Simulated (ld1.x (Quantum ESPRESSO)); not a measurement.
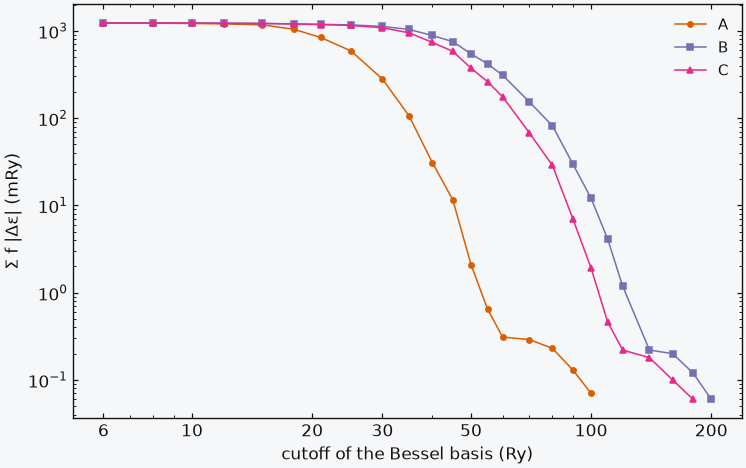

The occupation-weighted error of the valence levels in a spherical-Bessel basis for 3 variants of one potential.

Base settings:

```yaml
element: Ti (Z = 22)
generator: ld1.x (Quantum ESPRESSO) 7.5
type: norm-conserving Troullier–Martins (Kleinman–Bylander form)
functional: PBE
relativity: scalar-relativistic
frozen_core: [Ar]
valence_charge: 4
reference_configuration: 3d2 4s1 4p0 (charge +1)
partial_waves: 4s (bound): rc 2.30 bohr; 3d (bound): rc 1.55 bohr; 4p (bound, empty): rc 2.50 bohr
local_potential: the p channel
core_correction: none
```

**The variants differ in the radius of the d channel: 1.22 bohr, 1.36 bohr, 2.16 bohr. Which curve belongs to which value?**

A: 2.16 bohr; B: 1.22 bohr; C: 1.36 bohr.

Of the 4 potentials behind this page, the base run counted, 4 are unsound (ghost states, missed reference levels or an overlap that isn't positive definite).
